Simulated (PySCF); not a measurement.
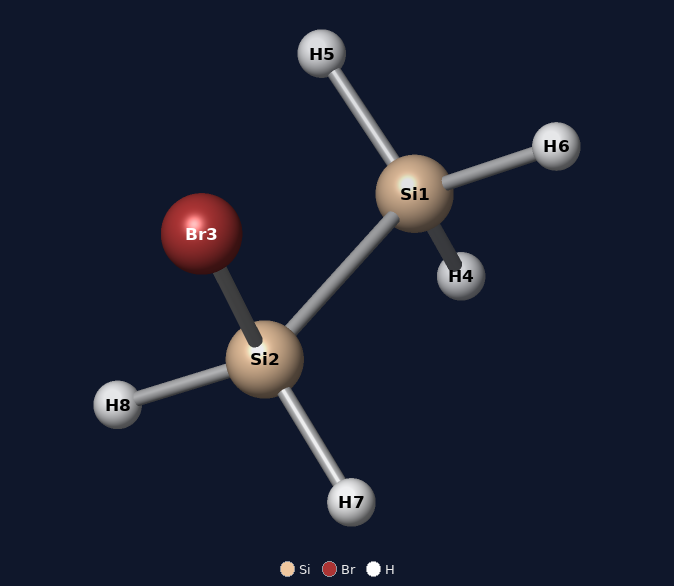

Computed geometry: PBE0-D3(BJ)/def2-SVP optimisation. No frequency run is at hand to confirm it as a minimum. Method: delta-SCF UKS PBE0, pcX-2 on the ionised atom, pcseg-1 elsewhere, spin-free X2C (PySCF 2.14.0).

Give the core-electron binding energies (to vacuum; p and d levels without spin–orbit splitting) of Si1 1s, Si1 2p, Si2 1s, Si2 2p.

| atom | level | binding energy (eV) |
| --- | --- | --- |
| Si1 | 1s | 1844.4 |
| Si1 | 2p | 106.7 |
| Si2 | 1s | 1845.1 |
| Si2 | 2p | 107.3 |
